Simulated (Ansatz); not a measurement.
Method: PBE (plane waves to 420 eV, PAW; Ansatz, an electronic-structure program).

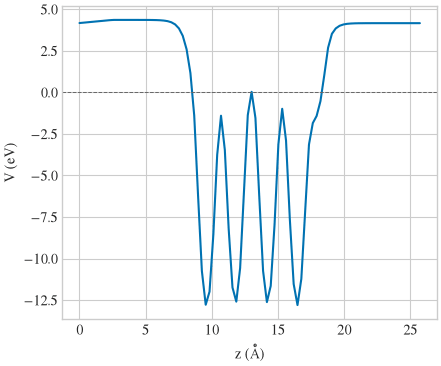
*Plane-averaged electrostatic potential energy along the normal, in eV from the Fermi level, for Co on the 1x1 (0001) surface of hcp Ti, one in a 2x2 cell, started at the site 'hollow Ti-Ti-Ti'*

Set-up: 17 atoms, 6.8 Å thick at the start under the adsorbate (thin: gaps and levels are the slab's own); mesh 6x6x1; 0.1 eV smearing; dipole correction on; 8 atoms held, the rest relaxed; symmetry of the start imposed; spin-polarised, no spin-orbit, no U, no dispersion correction. At the end it is bonded to 3 Ti. In PBE it is, or lies within 0.03 eV of, the lowest of the starts that converged.

The vacuum level lies 4.16 eV above the Fermi level over the top face and 4.36 eV above it under the bottom face.
